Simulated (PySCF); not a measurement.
Sn(I)3, SMILES [I][Sn-]([I])[I] (charge -1) at its PBE0/def2-SVP optimised geometry (Å):

```
4

Sn    -1.1941    -1.4169     0.0000
I     -1.6805     1.4169     0.0000
I     -1.6724    -1.9979     2.7744
I      1.6805    -1.4169     0.0000
```

Calculation: PBE0/def2-TZVPD, def2 effective core potentials past Kr (PySCF 2.14.0). The core electrons that the potentials of I, Sn replace are not part of the density.

Map of the electron localisation function on the plane z = 1.5 Å:

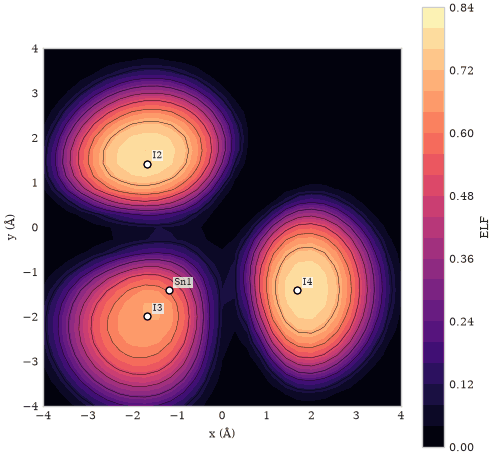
Fig. 1. Electron localisation function on the plane z = 1.5 Å.
